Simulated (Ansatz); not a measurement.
# B2PLYP/def2-SVP run of CH5AsSi (SMILES C1[SiH2][AsH]1)

Aim: the vertical ionisation energy of CH5AsSi at B2PLYP/def2-SVP, from 2 runs. 

The results are computed with Ansatz 0.2.0.

78 further runs of the same task are left out: 78 set aside as unsound or not needed.

## 1. The structure to begin with

The species is CH5AsSi (8 atoms), meant as a singlet with charge 0. SMILES: `C1[SiH2][AsH]1`. Geometry: relaxed at PBE0-D4/def2-TZVP.

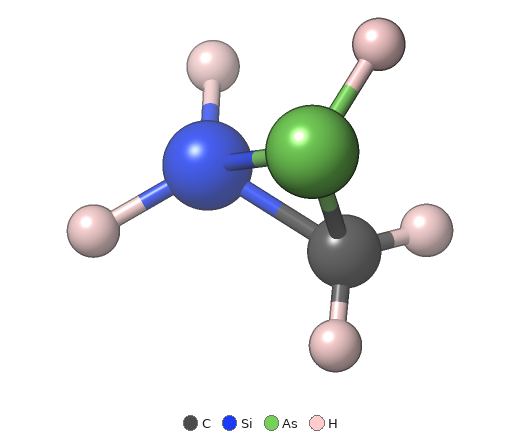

The structure, seen from a chosen angle (carbon dark grey, silicon blue, arsenic green, hydrogen pink).

## 2. The energy at B2PLYP/def2-SVP

The input, molecule.yaml:

```yaml
crystal:
  periodic: [false, false, false]
  atoms:
    - symbol: C
      position_ang: [-0.770300, 0.017900, -0.576000]
    - symbol: Si
      position_ang: [0.707800, 0.663100, 0.315700]
    - symbol: As
      position_ang: [-0.538100, -1.122700, 1.107200]
    - symbol: H
      position_ang: [-0.667200, -0.524000, -1.509300]
    - symbol: H
      position_ang: [-1.690700, 0.591800, -0.522300]
    - symbol: H
      position_ang: [0.581300, 1.973900, 0.990500]
    - symbol: H
      position_ang: [2.040800, 0.422300, -0.277100]
    - symbol: H
      position_ang: [0.428400, -2.079400, 0.415600]
basis:
  gaussian:
    orbitals: def2-SVP
hamiltonian:
  xc: {name: B2PLYP}
correlation:
  frozen_orbitals: {As: 9, C: 1, H: 0, Si: 5}
accuracy: high
output:
  orbitals: {seedname: orbitals}
```

Started as:

```bash
$ ansatz run molecule.yaml --threads 1 --pin off --max-ram 3480MiB --events-out events.jsonl --progress --plain --runs-dir runs
```

What it wrote:

```text
Warning: RAYON_NUM_THREADS=1 ignored (pool sized by the plan → 1); use --threads N
Functional definition: B2PLYP
  name "B2PLYP"
  parameter a = 0.53
  parameter c = 0.27
  exchange = (1 - a)*b88_x + a*exact_x
  correlation = (1 - c)*lyp_c + c*(mp2_os + mp2_ss)
1915 factors; integrals over basis functions are off by at most 4.8e-9 eV
mean field evaluation 1: about -69803.3225 eV, gradient 3.2e1 eV
mean field evaluation 2: about -69803.6287 eV, gradient 3.2e1 eV
mean field evaluation 4: about -69806.2372 eV, gradient 2.3e0 eV
mean field evaluation 8: about -69806.2608 eV, gradient 2.4e-1 eV
mean field evaluation 16: about -69806.2610 eV, gradient 5.5e-5 eV
mean field -69806.26096258 eV, -2565.3327739919 hartree, gradient 1.7e-8 eV, S^2 0.000000; 0 other end points of the search recorded, 0 dependent functions left out
15 core orbitals not correlated: weight in the atoms' cores, before any rotation towards them, 1.000 or more for the frozen orbitals, at most 0.000 for the correlated occupied ones
reference -69806.26098672 eV, -2565.3327748788 hartree; 14, 14 occupied and 60, 60 virtual orbitals, 1915 factors
second order -15.90118160 eV of doubles, -0.00000000 eV of singles
Total energy: -69810.55430575 eV, -2565.4905514431 hartree
```

It took 13 s on 1 thread of Arm Neoverse V1, shared host; peak memory 0.31 GiB.

## 3. The doublet cation, same level

The input, input.yaml:

```yaml
crystal:
  periodic: [false, false, false]
  atoms:
    - {symbol: C, position_ang: [-0.770300, 0.017900, -0.576000]}
    - {symbol: Si, position_ang: [0.707800, 0.663100, 0.315700]}
    - {symbol: As, position_ang: [-0.538100, -1.122700, 1.107200]}
    - {symbol: H, position_ang: [-0.667200, -0.524000, -1.509300]}
    - {symbol: H, position_ang: [-1.690700, 0.591800, -0.522300]}
    - {symbol: H, position_ang: [0.581300, 1.973900, 0.990500]}
    - {symbol: H, position_ang: [2.040800, 0.422300, -0.277100]}
    - {symbol: H, position_ang: [0.428400, -2.079400, 0.415600]}
basis:
  gaussian:
    orbitals: def2-SVP
total_charge: 1
magnetization:
  spin_polarized: true
  initial_magnetization: 1
hamiltonian:
  xc: {name: B2PLYP}
correlation:
  frozen_orbitals: {As: 9, C: 1, H: 0, Si: 5}
accuracy: high
output:
  orbitals: {seedname: orbitals}
```

Started as:

```bash
$ ansatz run input.yaml --threads 1 --pin off --max-ram 3480MiB --events-out events.jsonl --progress --plain --runs-dir runs
```

What it wrote, cut to the lines that bear on the results:

```text
Warning: RAYON_NUM_THREADS=1 ignored (pool sized by the plan → 1); use --threads N
Functional definition: B2PLYP
  name "B2PLYP"
[...]
1915 factors; integrals over basis functions are off by at most 4.3e-9 eV
[...]
mean field -69797.58196807 eV, -2565.0138268263 hartree, gradient 4.7e-8 eV, S^2 0.760162; 2 other end points of the search recorded, 0 dependent functions left out
15 core orbitals not correlated: weight in the atoms' cores, before any rotation towards them, 1.000 or more for the frozen orbitals, at most 0.000 for the correlated occupied ones
reference -69797.58199306 eV, -2565.0138277447 hartree; 14, 13 occupied and 60, 61 virtual orbitals, 1915 factors
second order -15.05089990 eV of doubles, -0.00000000 eV of singles
Total energy: -69801.64573604 eV, -2565.1631675445 hartree
```

Run time: 23 s. Hardware: 1 thread of Arm Neoverse V1, shared host; peak memory 0.45 GiB.

## 4. Results

At B2PLYP/def2-SVP, 15 core orbitals frozen:

| quantity | value |
| --- | --- |
| singlet CH5AsSi: total energy | -2565.49055 Eh |
| singlet CH5AsSi: HOMO energy (SCF part's orbitals) | -7.63 eV |
| singlet CH5AsSi: LUMO energy (SCF part's orbitals) | 1.13 eV |
| singlet CH5AsSi: HOMO–LUMO gap (SCF part's orbitals) | 8.76 eV |
| doublet cation: total energy | -2565.16317 Eh |
| doublet cation: HOMO energy (SCF part's orbitals) (highest over α and β) | -14.52 eV |
| doublet cation: LUMO energy (SCF part's orbitals) (lowest over α and β) | -9.73 eV |
| doublet cation: ⟨S²⟩ | 0.760 |
| vertical ionisation energy (to the doublet cation) | 8.909 eV |

In words: Removing an electron at fixed nuclei costs 8.91 eV (860 kJ/mol). −ε(HOMO) before ionisation, 7.63 eV, is 1.27 eV below this ionisation energy.
